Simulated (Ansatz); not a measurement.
# Formation energy and levels of the substitutional impurity N_Cl in K2NaCl3 (P-3m1)

Wanted: the transition levels of a substitutional impurity in K2NaCl3 (P-3m1), from a cell of 54 host atoms with 1 Cl taken out and 1 N put in.

Calculated with Ansatz 0.2.0; place-levels on PBEsol runs: charge-transition levels and formation energies with image-charge correction and potential alignment at the atomic sites.

### 1. Starting point

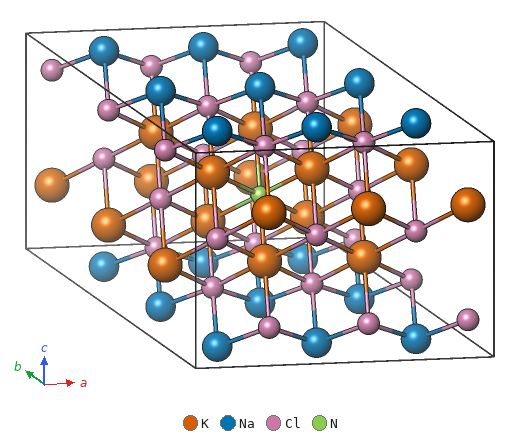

Start, viewed from a free direction; potassium orange, sodium blue, chlorine pink, nitrogen green. Some periodic images of atoms are drawn too.

The cell holds 54 atoms: 18 K, 9 Na, 26 Cl and 1 N. Cell: a = 12.754 Å, b = 12.754 Å, c = 10.514 Å, α = 90.0°, β = 90.0°, γ = 120.0°. It derives from K2NaCl3 (space group P-3m1). Nearest the centre at fractional (0.667, 0.667, 0.500): N54 at 0.00 Å, K32 at 3.09 Å, K43 at 3.09 Å, K50 at 3.09 Å, K49 at 3.09 Å, K25 at 3.09 Å, K26 at 3.09 Å, Cl42 at 4.25 Å.

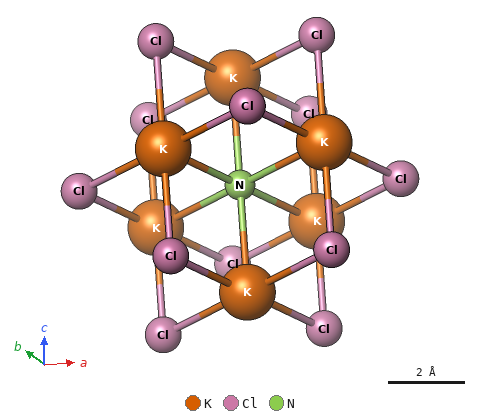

The atoms within 5 Å of the centre.

Structure file:

```xyz
54
Lattice="12.7542 0.0000 0.0000 -6.3771 11.0455 0.0000 0.0000 0.0000 10.5135" Properties=species:S:1:pos:R:3 pbc="T T T"
K     0.0000    2.4546    7.1259
K     2.1257    1.2273    3.3877
Na    0.0000    0.0000    0.0000
Cl    0.0000    2.4546    1.5168
Cl    2.1257    1.2273    8.9968
Cl    0.0000    0.0000    5.2568
K    -2.1257    6.1364    7.1259
K     0.0000    4.9091    3.3877
Na   -2.1257    3.6818    0.0000
Cl   -2.1257    6.1364    1.5168
Cl    0.0000    4.9091    8.9968
Cl   -2.1257    3.6818    5.2568
K    -4.2514    9.8182    7.1259
K    -2.1257    8.5909    3.3877
Na   -4.2514    7.3637    0.0000
Cl   -4.2514    9.8182    1.5168
Cl   -2.1257    8.5909    8.9968
Cl   -4.2514    7.3637    5.2568
K     4.2514    2.4546    7.1259
K     6.3771    1.2273    3.3877
Na    4.2514    0.0000    0.0000
Cl    4.2514    2.4546    1.5168
Cl    6.3771    1.2273    8.9968
Cl    4.2514    0.0000    5.2568
K     2.1257    6.1364    7.1259
K     4.2514    4.9091    3.3877
Na    2.1257    3.6818    0.0000
Cl    2.1257    6.1364    1.5168
Cl    4.2514    4.9091    8.9968
Cl    2.1257    3.6818    5.2568
K     0.0000    9.8182    7.1259
K     2.1257    8.5909    3.3877
Na    0.0000    7.3637    0.0000
Cl    0.0000    9.8182    1.5168
Cl    2.1257    8.5909    8.9968
Cl    0.0000    7.3637    5.2568
K     8.5028    2.4546    7.1259
K    10.6285    1.2273    3.3877
Na    8.5028    0.0000    0.0000
Cl    8.5028    2.4546    1.5168
Cl   10.6285    1.2273    8.9968
Cl    8.5028    0.0000    5.2568
K     6.3771    6.1364    7.1259
K     8.5028    4.9091    3.3877
Na    6.3771    3.6818    0.0000
Cl    6.3771    6.1364    1.5168
Cl    8.5028    4.9091    8.9968
Cl    6.3771    3.6818    5.2568
K     4.2514    9.8182    7.1259
K     6.3771    8.5909    3.3877
Na    4.2514    7.3637    0.0000
Cl    4.2514    9.8182    1.5168
Cl    6.3771    8.5909    8.9968
N     4.2514    7.3637    5.2568
```

Known beforehand: the electronic dielectric constant, 2.45, and the static one, (5.79, 5.79, 5.54), from a response run on this crystal (DFPT, PBEsol) at that run's own cell.

The cell's shortest repeat is 10.5 Å.

### 2. The runs of each charge state

A transition level is the Fermi level at which two charge states cost the same, so each charge needs its own total energy, at its own relaxed structure.

Random displacements of about 0.05 Å break the site symmetry at the start, so that the relaxation can reach a distorted minimum if there is one. Forces are taken at one point at (¼, ¼, ¼). The cell holds 2 electrons more than the neutral one, with a uniform background that keeps it neutral on the whole.

The sampling was tested on the host first: at the k-points planned (1x1x1 shifted 0.25 0.25 0.25) its energy lies -0.001 eV an atom from the dense-mesh value, under the bound of 0.02 eV set for this test; that bounds the host's error, not the defect's.

One of the inputs; charge, spin and start change from state to state.

qm2.relax/input.yaml

```yaml
crystal:
  lattice:
    - [4.25140952, 0.0, 0.0]
    - [-2.12570476, 3.68182865, 0.0]
    - [0.0, 0.0, 10.51352333]
  atoms:
    - { symbol: K, position: [0.33333333, 0.66666667, 0.67778039] }
    - { symbol: K, position: [0.66666667, 0.33333333, 0.32221961] }
    - { symbol: Na, position: [0.0, 0.0, 0.0] }
    - { symbol: Cl, position: [0.33333333, 0.66666667, 0.14426665] }
    - { symbol: Cl, position: [0.66666667, 0.33333333, 0.85573335] }
    - { symbol: Cl, position: [0.0, 0.0, 0.5] }
  supercell: [3, 3, 1]
  defects: [{ substitution: { at: 53, symbol: "N" } }]
total_charge: -2
basis:
  ecutwfc: 420
  xc_grid: 2
hamiltonian:
  xc: pbesol
kpoints:
  mp_grid: { grid: [1, 1, 1], shift: [0.25, 0.25, 0.25] }
scf:
  occupations: { method: fixed }
  max_iter: 80
output:
  forces: true
  charged_corrections: { epsilon: 2.45, static_epsilon: [5.79, 5.79, 5.54] }
relax:
  f_tol: 0.02
  max_steps: 80
  random_displacement: { amplitude: 0.05, seed: 4017 }
checkpoint:
  write: "../qm2.relax.run"
  compress: false
  write_wavefunctions: true
  write_every: 100000
```

The run is started by

```console
ansatz run input.yaml --threads 4 --pin off --max-ram 14131MiB --backend cpu --events-out ev --progress --plain --runs-dir out
```

The relaxed structure is kept and the sampling changed to a 2×2×2 shifted mesh.

The run of this state that the levels use, under PBEsol:

qm2.point/input.yaml

```yaml
crystal:
  checkpoint: "../qm2.relax.run"
  host: checkpoint
total_charge: -2
basis:
  ecutwfc: 420
  xc_grid: 2
hamiltonian:
  xc: pbesol
kpoints:
  mp_grid: { grid: [2, 2, 2], shift: [0.5, 0.5, 0.5] }
scf:
  occupations: { method: fermi_dirac, width: 0.01 }
  max_iter: 80
output:
  forces: true
  eigenvalues: true
  charged_corrections:
    epsilon: 2.45
    static_epsilon: [5.79, 5.79, 5.54]
    defect_position: [0.666667, 0.666667, 0.5]
  eigenstates: { localisation: true }
  populations: true
  band_densities: [{ bands: [v1, v1] }, { bands: [c1, c1] }]
  write_density: true
  write_potential: true
  volumetric_format: npy
checkpoint:
  read: "../qm2.relax.run"
  write: "../qm2.point.run"
  compress: false
  write_wavefunctions: false
  write_every: 100000
```

Relaxations under PBEsol at one point at (¼, ¼, ¼); times on 4 threads of Arm Neoverse V2, shared host:

```csv
charge,moment (μB),occupations,outcome,steps,largest displacement against the far atoms (Å),time
−2,0,fixed,converged,5,0.43,81 s
−1,1,fixed,converged,7,0.49,5.4 min
0,0,fixed,not converged,-,-,63 s
0,0,fermi-dirac,converged,3,0.11,1.7 min
0,2,fixed,converged,4,0.11,2.4 min
−2,2,fixed,converged,9,0.49,6.8 min
```

Single points under PBEsol at a 2×2×2 shifted mesh; times on 4 threads of Arm Neoverse V2, shared host:

```csv
charge,moment (μB),occupations,outcome,time
−2,0,fermi-dirac,converged,1.7 min
−1,1,fermi-dirac,converged,3.6 min
0,0,fermi-dirac,converged,8.1 min
0,2,fermi-dirac,converged,5.1 min
−2,2,fermi-dirac,converged,3.9 min
```

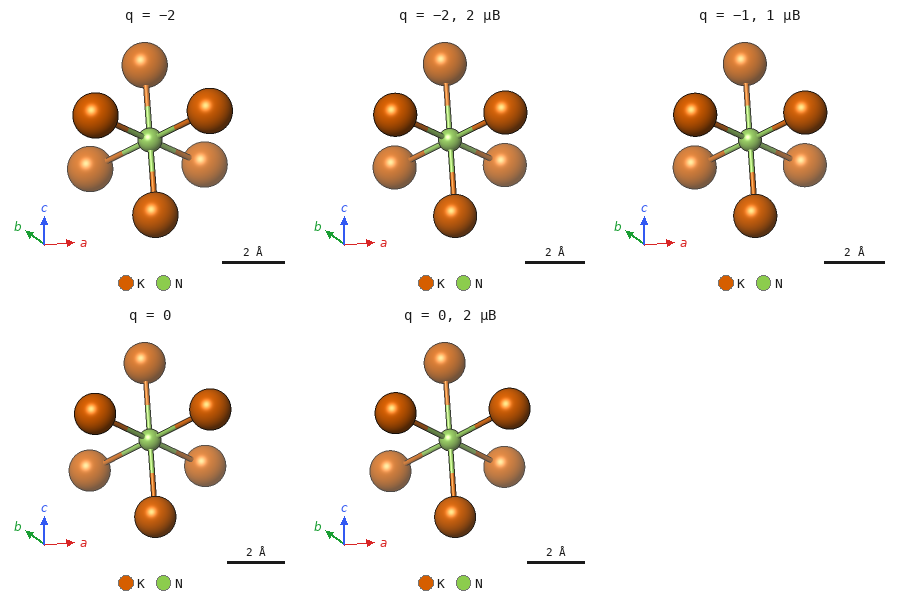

The structures near the centre after relaxation with PBEsol, by charge.

Distances (Å) from N54 to the nearest atoms after relaxation with PBEsol:

```csv
charge,moment (μB),1.,2.,3.,4.,5.,6.
−2,0,K 2.65,K 2.66,K 2.66,K 2.66,K 2.66,K 2.66
−2,2,K 2.60,K 2.60,K 2.82,K 2.82,K 2.82,K 2.83
−1,1,K 2.59,K 2.60,K 2.82,K 2.82,K 2.82,K 2.82
0,0,K 2.97,K 2.97,K 2.97,K 2.98,K 2.98,K 2.98
0,2,K 2.98,K 2.98,K 2.98,K 2.98,K 2.98,K 2.98
```

### 3. Levels against the band edges, PBEsol

A charged cell interacts with its images and the background, and its potential has another zero than the host's. place-levels removes the first by a point-charge model, screened by the static dielectric constant since the ions have relaxed around the charge, and the second by comparing potentials at atoms far from the defect.

The host is a run of the defect-free crystal in the same cutoffs, grids and k-points, so that basis and sampling errors cancel in part in the differences. The host is run in a cell of 6 atoms on a matching mesh. Its band edges are searched through the zone by a band path, so the gap is smaller than, or equal to, that on the mesh. Chemical potentials are energies per atom of Cl (Cl2 molecule) and N (N2 molecule), run with the same functional and cutoff.

levels.point.yaml

```yaml
host:
  run: host.point.run
states: [qm2.point.run, qm1_M1.point.run, q0.point.run, q0_M2.point.run, qm2_M2.point.run]
geometry_from:
  qm2.point.run: qm2.relax.run
  qm1_M1.point.run: qm1_M1.relax.run
  q0.point.run: q0.relax_smeared.run
  q0_M2.point.run: q0_M2.relax.run
  qm2_M2.point.run: qm2_M2.relax.run
  host.point.run: host.relax.run
chemical_potentials:
  Cl:
    energy: -1060.711994
    dataset: "<sha256 of the dataset>"
  "N":
    energy: -378.471758
    dataset: "<sha256 of the dataset>"
epsilon: 2.45
static_epsilon: [5.79, 5.79, 5.54]
vertical:
  - { from: qm2.point.run, to: qm2.point_neutral.run }
  - { from: qm1_M1.point.run, to: qm1_M1.point_neutral.run }
  - { from: qm2_M2.point.run, to: qm2_M2.point_neutral.run }
```

The run is started by

```console
ansatz place-levels levels.point.yaml -- --threads 4 --pin off --max-ram 14131MiB
```

Numbers of over 12 decimals in the logs are rounded to 6 here.

Output:

```text
[... repeated set-up lines and file paths are left out, and long positions are rounded to six places ...]
(0/-1) 3.716 eV above the valence edge, 1.274 eV under the conduction edge
(-1/-2) 4.990 eV above the valence edge (+5.483 eV without the band-filling correction), 0.000 eV under the conduction edge
formation energy of charge 0: +7.028 eV with the Fermi level at the valence edge
formation energy of charge -1: +10.744 eV with the Fermi level at the valence edge
formation energy of charge -2: +15.734 eV with the Fermi level at the valence edge
vertical -2 to 0: no energy, since no alignment is typed
  the change from vertical[0].from (qm2.point.run) to vertical[0].to (qm2.point_neutral.run): by its potential at epsilon 2.45 it stands at 0.666 0.666 0.500, with an rms radius of about 2.3 Å (1.3 1.3 1.3 Å across the planes of the cell's vectors); [...]
vertical -1 to 0: no energy, since no alignment is typed
  the change from vertical[1].from (qm1_M1.point.run) to vertical[1].to (qm1_M1.point_neutral.run): by its potential at epsilon 2.45 it stands at 0.667 0.667 0.499, with an rms radius of about 1.7 Å (1.0 1.0 0.9 Å across the planes of the cell's vectors); [...]
vertical -2 to 0: no energy, since no alignment is typed
  the change from vertical[2].from (qm2_M2.point.run) to vertical[2].to (qm2_M2.point_neutral.run): by its spins about the atoms it stands at 0.667 0.667 0.500, with an rms radius of about 2.6 Å (1.5 1.5 1.6 Å across the planes of the cell's vectors); [...]
  edges by pbesol, gap 4.990 eV; the host is sampled to repeats of 25.51 Å
  the defect's cells are sampled to repeats of 25.51 Å, like sampling
  charge 0: +0.000 eV for its dipole among its images, +0.000 omitted
  charge -1: -68621.0542 eV with its correction of +0.385 eV, at epsilon [5.79, 5.79, 5.54], aligned at sites: -0.0689 eV, mean over 35 atomic sites at or beyond 5.26 Å from the defect at [0.6667, 0.6667, 0.5000], with +0.000000 for the charge's moments and [...]
  charge -2: -68614.4641 eV with its correction of +1.394 eV, at epsilon [5.79, 5.79, 5.54], aligned at sites: -0.0654 eV, mean over 35 atomic sites at or beyond 5.26 Å from the defect at [0.6667, 0.6667, 0.5000], with +0.000000 for the charge's moments and [...]
  charge 0: states[2] (q0.point.run) stands 1.317 eV higher, with a moment of 0.00 μB against 2.00
  states[2] (q0.point.run): levels filled in part (TS 0.038 eV): its energy is of no whole electron's
  charge -2: states[4] (qm2_M2.point.run) stands 0.649 eV higher, with a moment of 2.00 μB against 0.00
  of states[3] (q0_M2.point.run): its displacements don't fall off away from the defect: farther atoms stand 0.032 Å off the host's places. [...]
  of states[1] (qm1_M1.point.run): its displacements don't fall off away from the defect: farther atoms stand 0.035 Å off the host's places. [...]
  of states[0] (qm2.point.run): it parts from the run that its charge is read beside by 2 carriers, of which the mean alone is read, by its potential at epsilon 2.45, taken for that of held ions (one typed too small widens it): that is narrow, but one of them [...]
  of states[2] (q0.point.run): its displacements don't fall off away from the defect: farther atoms stand 0.03 Å off the host's places. [...]
  of states[4] (qm2_M2.point.run): it parts from the run that its charge is read beside by 2 carriers, of which the mean alone is read, by the spins about the atoms: that is narrow, but one of them can be a band state's beside narrower ones, where a level is [...]
  of vertical[0].from (qm2.point.run): its displacements don't fall off away from the defect: farther atoms stand 0.012 Å off the host's places. [...]
  vertical[0].to (qm2.point_neutral.run): levels filled in part (TS 0.038 eV): its energy is of no whole electron's
  of vertical[0].to (qm2.point_neutral.run): its displacements don't fall off away from the defect: farther atoms stand 0.012 Å off the host's places. [...]
  of vertical[1].from (qm1_M1.point.run): its displacements don't fall off away from the defect: farther atoms stand 0.035 Å off the host's places. [...]
  vertical[1].to (qm1_M1.point_neutral.run): levels filled in part (TS 0.037 eV): its energy is of no whole electron's
  of vertical[1].to (qm1_M1.point_neutral.run): its displacements don't fall off away from the defect: farther atoms stand 0.035 Å off the host's places. [...]
  of vertical[2].from (qm2_M2.point.run): its displacements don't fall off away from the defect: farther atoms stand 0.038 Å off the host's places. [...]
  vertical[2].to (qm2_M2.point_neutral.run): levels filled in part (TS 0.037 eV): its energy is of no whole electron's
  of vertical[2].to (qm2_M2.point_neutral.run): its displacements don't fall off away from the defect: farther atoms stand 0.038 Å off the host's places. [...]
```

Wall time 0.42 s (4 threads of Arm Neoverse V2, shared host).

Levels between the charges placed, in eV above the valence top:

```
        gap (eV)  (0/−1)  (−1/−2)
PBEsol      4.99    3.72     4.99
```

Corrections by state:

| charge | moment (μB) | image terms and alignment (eV) | band filling (eV) | ε used | over the lowest of its charge, as the program ranks them, band filling apart (eV) |
| --- | --- | --- | --- | --- | --- |
| 0 | 2.0 | 0.000 | - | - | 0.000 |
| −1 | 1.0 | 0.385 | - | principal values (5.54, 5.79, 5.79) | 0.000 |
| −2 | 0.0 | 1.394 | -0.493 | principal values (5.54, 5.79, 5.79) | 0.000 |
| 0 | 0.0 | 0.000 | - | - | 1.317 |
| −2 | 2.0 | 1.204 | - | principal values (5.54, 5.79, 5.79) | 0.649 |

The charged structures listed were also run neutral, and place-levels reads from each pair, by the potential or the spins, how wide the charge is by which they differ; that can be the carrier of either run.

```
charge  rms radius (Å)  spread where it is widest against the cell (Å)  wide from (Å)  reading
    −1             1.7                                            1.01           1.91   narrow
    −2             2.3                                            1.33           1.82   narrow
```

The neutral runs of these pairs need not share the spin of the lowest neutral state, and very wide values only mean spread over the cell.

From the program's caveats on the states, each cut to its opening words:

- charge 0 (2 μB): its displacements don't fall off away from the defect: farther atoms stand 0.032 Å off the host's places
- charge −1 (1 μB): its displacements don't fall off away from the defect: farther atoms stand 0.035 Å off the host's places
- charge −2: it parts from the run that its charge is read beside by 2 carriers, of which the mean alone is read, by its potential at epsilon 2.45, taken for that of held [...]
- charge −2: a band-filling correction moves a carrier to the host's band edge, which changes its energy by -0.493 eV
- charge −2: its displacements don't fall off away from the defect: farther atoms stand 0.012 Å off the host's places
- charge 0: its displacements don't fall off away from the defect: farther atoms stand 0.03 Å off the host's places
- charge −2 (2 μB): it parts from the run that its charge is read beside by 2 carriers, of which the mean alone is read, by the spins about the atoms: that is narrow, but one of [...]
- charge −2 (2 μB): its displacements don't fall off away from the defect: farther atoms stand 0.038 Å off the host's places
- charge −2 (2 μB): its moments are held at its close (magnetization.spin_locking), by a field of 0.585 eV a Bohr magneton, and its energy and levels are of the state that this [...]

Chemical potentials of the elements' reference phases, run alike. Formation energies (elemental references), with the Fermi level at the valence top and at the conduction bottom (gap 4.99 eV):

```
charge  at valence top (eV)  at conduction bottom (eV)  correction included (eV)
     0                 7.03                       7.03                      0.00
    −1                10.74                       5.75                      0.38
    −2                15.73                       5.75                      0.90
```

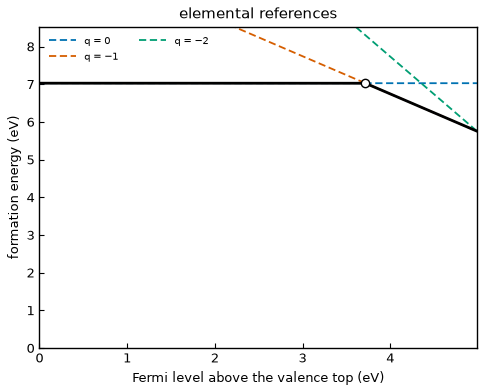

Formation energy against Fermi level; the thick line follows the lowest charge state and circles mark the transition levels.

Charge transition levels, in eV, zero at the valence-band top of the host:

```csv
,conduction bottom,valence top
N_Cl,4.99,0.00
```

|  | level | energy (eV) |
| --- | --- | --- |
| N_Cl | (0/−1) | 3.72 |
| N_Cl | (−1/−2) | 4.99 |

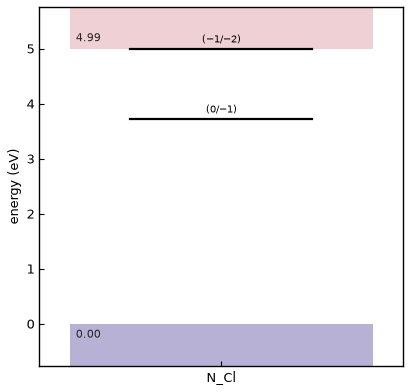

Charge transition levels. Shaded: valence and conduction bands.

### 4. Another choice

In this try the input is made faulty on purpose, to show what that does.

Another version of the file is tried.

levels.try0.yaml is levels.point.yaml with these lines changed:

```diff
-states: [qm2.point.run, qm1_M1.point.run, q0.point.run, q0_M2.point.run, qm2_M2.point.run]
+states: [qm2.relax.run, qm1_M1.point.run, q0.point.run, q0_M2.point.run, qm2_M2.point.run]
-  qm2.point.run: qm2.relax.run
```

The run is started by

```console
ansatz place-levels levels.try0.yaml -- --threads 4 --pin off --max-ram 14131MiB
```

Output:

```text
Error: states: the states of charge -2 and -1 were not made alike: the mesh or its shifts (kpoints.further_shifts), scf.occupations
```

The change: a state from another k-mesh.

The command refused this file.

### 5. What came out

```json
{
  "gap of the host": "4.99 eV (PBEsol)",
  "level (0/minus 1)": "3.72 eV above the valence top",
  "level (minus 1/minus 2)": "4.99 eV above the valence top, at the conduction bottom (5.48 eV above the valence top without the band-filling term)",
  "lowest of the charges placed, just above the valence top (0.02 eV)": "0",
  "lowest of the charges placed, just below the conduction bottom (0.02 eV)": "−1",
  "lowest formation energy at mid-gap of the charges run, elemental references": "7.03 eV"
}
```

Of the charges placed (−2, −1 and 0), the lowest changes at 3.72 eV (0/−1) above the valence top, in a gap of 4.99 eV. Charges above 0 were not placed, so these runs say nothing of levels that involve them. States placed: 0 at 2 μB and 0 μB; −1 at 1 μB; −2 at 0 μB and 2 μB. Other spin states or structures, where not listed, weren't placed. The program finds carriers beyond a band edge of the host and adds a band-filling term at charge −2 (-0.49 eV); steps to such a charge show no bound level, and a defect level inside a band would be read the same way. N is taken at its element; compounds, which aren't counted here, bound the chemical potentials and would shift these formation energies. Limits: PBEsol makes the gap too small and tends to spread out bound carriers; where a gas molecule sets a chemical potential or the host's formation energy, its binding is uncorrected.

[Logs are printed without paths, hosts, clocks, repeated set-up lines and the standing remarks that a program may print on its own settings, such as how far it seeks lower states.]

[Hosts, paths, dates, database ids (printed as entryN), source tags and the programs' standing remarks are cut or masked in the printed files.]

[Where a table of states has a column of steps, it counts the stored structures, which are thinned; the runs took as many ionic steps or more.]

[A defect's name tells the site on which it was built; relaxed atoms can leave that site.]

[For some hosts the program warned that the k-mesh of the response run may be too coarse for force constants and the static dielectric constant; such warnings are not shown here.]
